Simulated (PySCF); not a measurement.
# N2H3 (hydrazinyl radical): levels of theory compared

Wanted: a comparison of 6 runs (U-wB97M-V/def2-TZVP, UB2PLYP/def2-TZVP, UBHLYP/def2-TZVP, UCAM-B3LYP/def2-TZVP, UPBE0/def2-TZVP, USCS-MP2/def2-TZVP) of N2H3 (hydrazinyl radical). The job is set up through a Python script.

The calculation is run with PySCF 2.14.0.

1 further run of the same task is left out (set aside as unsound or not needed).

## Step 1: The system as given

N2H3: 5 atoms, total charge 0, spin state doublet. As SMILES, `[NH]N`. The coordinates come from a PBE0-D4/def2-TZVP relaxation. This is one conformer, not always the lowest.

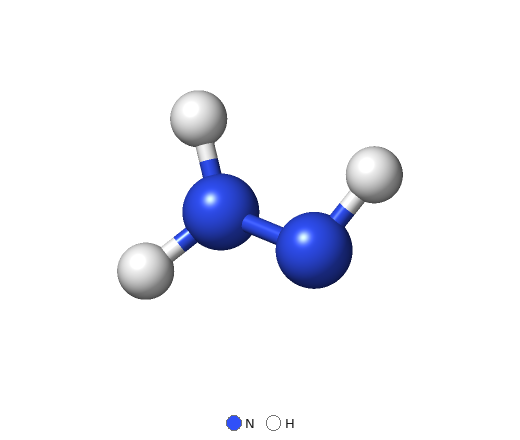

The structure, seen from a chosen angle (nitrogen blue, hydrogen white).

## Step 2: A single-point energy at U-wB97M-V/def2-TZVP (run 1)

The input, run.py:

```python
# hydrazinyl radical
from pyscf import gto, dft

system = gto.M(
    atom='''
N     -0.354513    -1.545890     0.858011
N     -0.243132     0.445238    -0.696270
H      1.435889    -1.797980     1.533078
H     -1.948213     1.119285    -1.209481
H      1.109950     1.779328    -0.485338
''',
    basis='def2-tzvp',
    charge=0,
    verbose=3,
    max_memory=1860,
    unit='bohr',
    spin=1,
)

myscf = dft.UKS(system, xc='wb97m-v')
myscf.nlcgrids.level = 1
myscf.conv_tol = 1e-10
myscf.grids.level = 5
myscf.kernel()
if not myscf.converged:
    myscf = myscf.newton().run(myscf.mo_coeff, myscf.mo_occ)

e_final = myscf.e_tot
print('E(%s) = %.9f' % ('WB97M-V', e_final))
```

Run with:

```bash
OMP_NUM_THREADS=1 python run.py
```

Output:

```text
WARN: HOMO -0.129857581558937 >= LUMO -0.12985758155893

converged SCF energy = -111.228404322403  <S^2> = 0.75344019  2S+1 = 2.0034372
E(WB97M-V) = -111.228404322
```

Run time: 56 s. Hardware: 1 thread of Arm Neoverse V2, shared host; peak memory 0.46 GiB.

## Step 3: A single-point energy at UB2PLYP/def2-TZVP (run 2)

The input, calc.py:

```python
from pyscf import gto, dft, mp

system = gto.M(
    atom='''
N       -0.187600      -0.818050       0.454040
N       -0.128660       0.235610      -0.368450
H        0.759840      -0.951450       0.811270
H       -1.030950       0.592300      -0.640030
H        0.587360       0.941580      -0.256830
''',
    charge=0,
    max_memory=1860,
    spin=1,
    basis='def2-tzvp',
    verbose=4,
)

calc0 = dft.UKS(system)
calc0.xc = '0.53*HF + 0.47*B88, 0.73*LYP'
calc0.grids.level = 5
calc0.conv_tol = 1e-10
calc0.kernel()
if not calc0.converged:
    calc0 = calc0.newton().run(calc0.mo_coeff, calc0.mo_occ)

pt = mp.MP2(calc0, frozen=2).run()
energy = calc0.e_tot + 0.27 * pt.e_corr
print('PT2 part  %.8f' % (0.27 * pt.e_corr))
print('E(%s) = %.9f' % ('B2PLYP', energy))
```

Run with:

```bash
OMP_NUM_THREADS=1 python calc.py
```

Output:

```text
PySCF version 2.14.0

[... 56 lines left out ...]
WARN: HOMO -0.13372951011641 >= LUMO -0.133729510116403
[... 58 lines left out ...]
converged SCF energy = -111.056258621677  <S^2> = 0.75842991  2S+1 = 2.0084122
[... 1 line left out ...]
******** <class 'pyscf.mp.ump2.UMP2'> ********
nocc = (np.int64(7), np.int64(6)), nmo = (78, 78)
frozen orbitals 2
E(UMP2) = -111.53173540522  E_corr = -0.475476783543112
E(SCS-UMP2) = -111.524962993362  E_corr = -0.468704371685508
E_corr(same-spin) = -0.117539732961031
E_corr(oppo-spin) = -0.357937050582081
PT2 part  -0.12837873
E(B2PLYP) = -111.184637353
```

It took 17 s on 1 thread of Arm Neoverse V2, shared host; peak memory 0.39 GiB.

Run 3 isn't shown in full; the table further down has it.

## Step 4: A single-point energy at UCAM-B3LYP/def2-TZVP (run 4)

The input, calc.py:

```python
from pyscf import gto, dft

mol = gto.M(
    atom='''
N   -0.187600  -0.818050   0.454040
N   -0.128660   0.235610  -0.368450
H    0.759840  -0.951450   0.811270
H   -1.030950   0.592300  -0.640030
H    0.587360   0.941580  -0.256830
''',
    verbose=3,
    basis='def2-tzvp',
    max_memory=1860,
    spin=1,
)

mf = dft.UKS(mol)
mf.xc = 'cam-b3lyp'
mf.conv_tol = 1e-10
mf.grids.level = 5
mf.kernel()
if not mf.converged:
    mf = mf.newton().run(mf.mo_coeff, mf.mo_occ)

e_tot = mf.e_tot
print('E = %.10f Eh' % e_tot)
```

Run with:

```bash
OMP_NUM_THREADS=1 python calc.py
```

Output:

```text
WARN: HOMO -0.149247215500306 >= LUMO -0.14924721550031

converged SCF energy = -111.229163024295  <S^2> = 0.75453442  2S+1 = 2.0045293
E = -111.2291630243 Eh
```

Run time: 20 s. Hardware: 1 thread of Arm Neoverse V2, shared host; peak memory 0.39 GiB.

Run 5 isn't shown in full; the table further down has it.

## Step 5: A single-point energy at USCS-MP2/def2-TZVP (run 6)

The input, calc.py:

```python
from pyscf import gto, scf, mp

mol = gto.M(
    atom='''
N       -0.187600      -0.818050       0.454040
N       -0.128660       0.235610      -0.368450
H        0.759840      -0.951450       0.811270
H       -1.030950       0.592300      -0.640030
H        0.587360       0.941580      -0.256830
''',
    charge=0,
    max_memory=1860,
    verbose=3,
    spin=1,
    basis='def2-tzvp',
)

mf = scf.UHF(mol)
mf.conv_tol = 1e-10
mf.kernel()
if not mf.converged:
    mf = mf.newton().run(mf.mo_coeff, mf.mo_occ)

pt = mp.MP2(mf, frozen=2).run()
e_tot = mf.e_tot + 1.2 * pt.e_corr_os + pt.e_corr_ss / 3
print(f'total energy: {e_tot:.8f} hartree')
```

Run with:

```bash
OMP_NUM_THREADS=1 python calc.py
```

Output:

```text
converged SCF energy = -110.623727629878  <S^2> = 0.76568639  2S+1 = 2.0156253
E(UMP2) = -111.013421978291  E_corr = -0.38969434841289
E(SCS-UMP2) = -111.009093198159  E_corr = -0.385365568280407
total energy: -111.00909320 hartree
```

Run time: 2 s. Hardware: 1 thread of Arm Neoverse V2, shared host; peak memory 0.17 GiB.

## Step 6: Overview of the runs

```tsv
run	level	nlc grid	frozen core orbitals	energy (Eh)	dipole moment (D) of the reference	HOMO energy (eV)	LUMO energy (eV)	wall time
1	U-wB97M-V/def2-TZVP	1	–	-111.228404	2.69	-7.65	1.52	56 s
2	UB2PLYP/def2-TZVP	–	2	-111.184637	2.59	-7.05	1.20	17 s
3	UBHLYP/def2-TZVP	–	–	-111.210407	2.62	-7.03	0.75	16 s
4	UCAM-B3LYP/def2-TZVP	–	–	-111.229163	2.70	-6.92	0.53	20 s
5	UPBE0/def2-TZVP	–	–	-111.149964	2.66	-5.43	-0.62	15 s
6	USCS-MP2/def2-TZVP	–	2	-111.009093	2.45	-9.72	3.50	2 s
```

## Step 7: What came out

| quantity | value |
| --- | --- |
| run 6: total energy | -111.00909 Eh |
| run 6: dipole moment (Hartree–Fock density) | 2.45 D |
| run 6: HOMO energy (Hartree–Fock orbitals) (highest over α and β) | -9.72 eV |
| run 6: LUMO energy (Hartree–Fock orbitals) (lowest over α and β) | 3.50 eV |
| run 6: correlation energy (2 core orbitals frozen) | -385.4 mEh |
| run 6: ⟨S²⟩ of the reference determinant | 0.766 |

What this shows: Over runs 1, 2, 3, 4, 5 the dipole moment (its size) runs from 2.59 D (UB2PLYP/def2-TZVP) to 2.70 D (UCAM-B3LYP/def2-TZVP). A double hybrid's value is that of its SCF part. Totals of different functionals can't be ranked against each other. All runs together took 2.1 min, the longest 56 s.
